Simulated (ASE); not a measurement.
Pair distribution function (O-Sr) of SrO (rock salt), cell Sr32O32, with the crystal as the starting point [in the run: it stayed crystalline; mean temperature 294 K (target 300 K); density 4.80 g/cm³, volume +4 % from the start crystal's], from MD at 294 K. Computed with ASE with the machine-learned potential CHGNet 0.3.0. Volume per atom 17.91 Å³, mean pressure 0.0 GPa. 

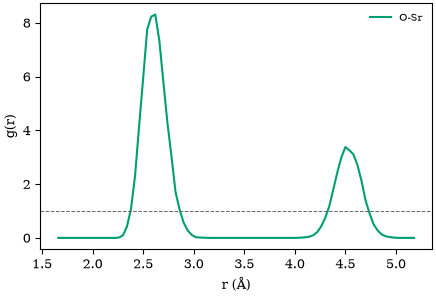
*Pair distribution from the trajectory*

**Question.** State the position and height of the first peak of the O-Sr curve, where the first shell ends and the number of neighbours in it.

**Answer.** first peak at 2.60 Å with height 8.3; g is nil from 3.1 to 4.0 Å, so any cut there serves; 6.0 Sr round each O and 6.0 O round each Sr in the shell, from n = 4πρ∫r²g(r)dr.
